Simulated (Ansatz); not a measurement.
## Electronic structure of HF···H₃Sb (SMILES F.[SbH3]) in real space

The calculation's input:

```
crystal:
  periodic: [false, false, false]
  atoms:
    - {symbol: F, position_ang: [-0.484319, 0.594129, -2.140392]}
    - {symbol: H, position_ang: [-0.059517, 0.376339, -1.346933]}
    - {symbol: Sb, position_ang: [0.502704, -0.419343, 1.474512]}
    - {symbol: H, position_ang: [1.226677, 0.015344, -0.020443]}
    - {symbol: H, position_ang: [-0.590135, 0.887231, 1.358345]}
    - {symbol: H, position_ang: [-0.595411, -1.453700, 0.674912]}
basis:
  gaussian: {orbitals: "def2-TZVPPD.json"}
hamiltonian: {xc: pbe0, dispersion: d4}
output: {orbitals: {seedname: orbitals}}
```

Run with:

```sh
ansatz run in.yaml --threads 2 --pin off --events-out ev --progress --plain --max-ram 5222MiB
```

Geometry: PBE0-D4/def2-TZVP; core potentials replace the inner electrons of Sb.

The calculation used RKS PBE0-D4/def2-TZVPPD in Ansatz.

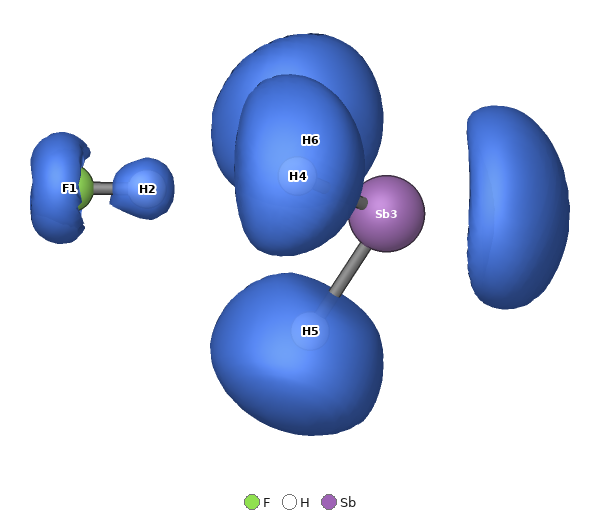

Figure 1. Isosurface of the electron localisation function at 0.85 (blue), seen at a tilt. Core shells and regions of very low density are left out.

**Where are the electrons localised?**

At this value the surface marks out four regions around hydrogen nuclei, one lobe on Sb, pointing away from the bonds (lone pairs) and one region wrapped around F (its valence shell). Along the contacts the grid gives the following. H2···H4 (1.88 Å): the ELF dips to about 0.10 between them. F–H (0.93 Å): the ELF climbs to about 1 towards the hydrogen, as it does in any bond to H: an ordinary covalent bond to hydrogen.

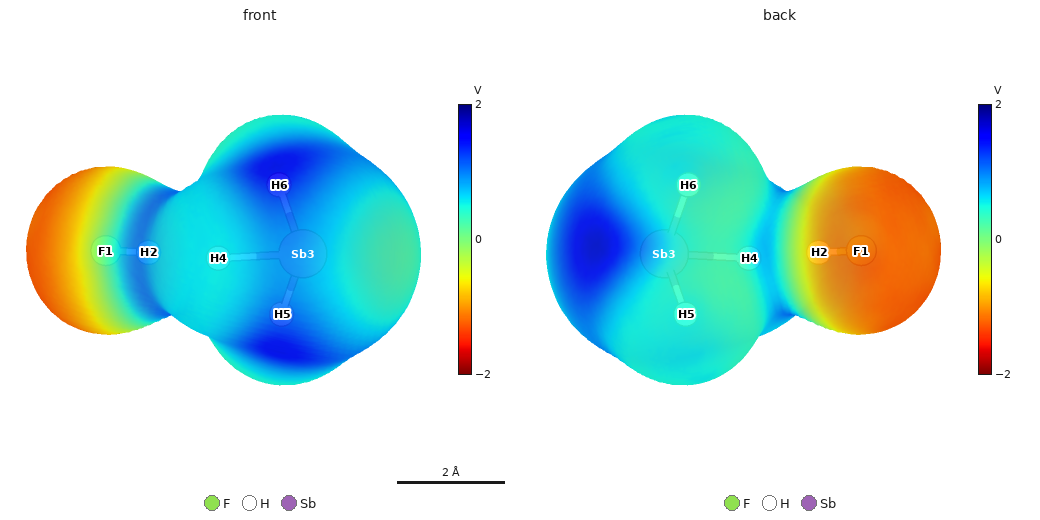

Figure 2. The electrostatic potential painted on the density surface at 0.002 e/bohr³, seen from the front and from behind; the colour scale runs from red (negative) to blue (positive).

**Describe the electrostatic potential map.**

The most negative region (about −1.3 V) lies over F1, the most positive (about +1.6 V) over Sb3.

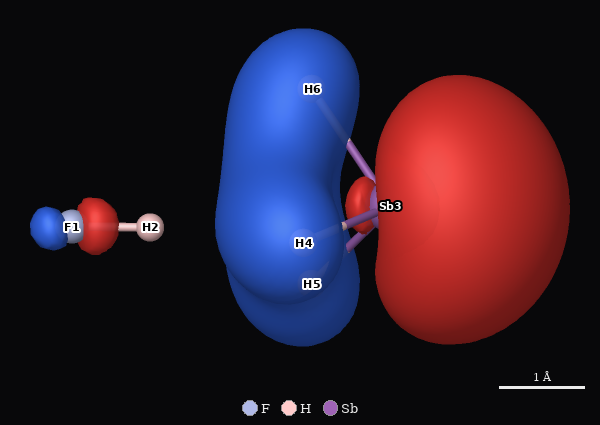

Figure 3. The HOMO at ±0.1 Å⁻³ᐟ² (red and blue are the two phases), seen at a tilt.

**Where does this orbital lie, and at what energy?**

Its weight (Hirshfeld) is mainly on Sb3 (about 75 %), H5 (about 10 %) and H6 (about 10 %). Its energy is −8.11 eV.
